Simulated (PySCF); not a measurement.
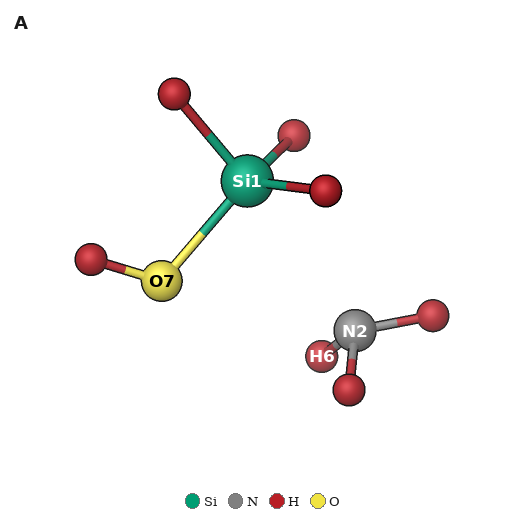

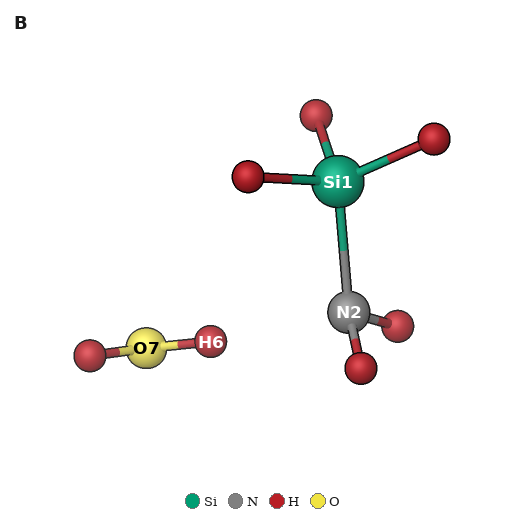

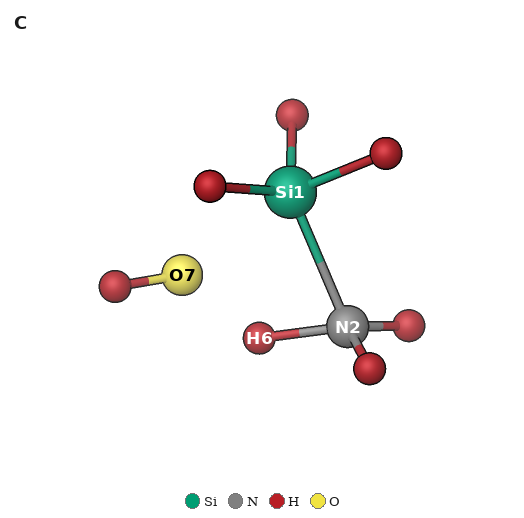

Three stationary points along one reaction path, in mixed order. Sticks follow a distance rule, so a partial bond may show as a full stick or not at all. The species is neutral and a spin singlet. Geometries: PBE0-D4/def2-TZVP; all other levels are single points on them, and energies count from the start as drawn. Program: PySCF 2.14.0. In CBS estimates cores are frozen, and CCSD(T) − MP2 is taken in the smaller basis.

### Which panel shows the transition state?

C.

### Which bonds form and which break from B to A?

Formed: Si1–O7, N2–H6; broken: Si1–N2, H6–O7. At the saddle point Si1···O7 is 2.02 Å, N2···H6 is 1.21 Å, Si1···N2 is 1.88 Å, H6···O7 is 1.28 Å.

Give the electronic barrier and the reaction energy from B to A in kcal/mol (no zero-point energy) with CCSD(T)/CBS (MP2 limit from def2-TZVPP and def2-QZVPP plus CCSD(T) − MP2).

| level | barrier | reaction energy |
| --- | --- | --- |
| CCSD(T)/CBS (MP2 limit from def2-TZVPP and def2-QZVPP plus CCSD(T) − MP2) | 26.7 | −7.2 |
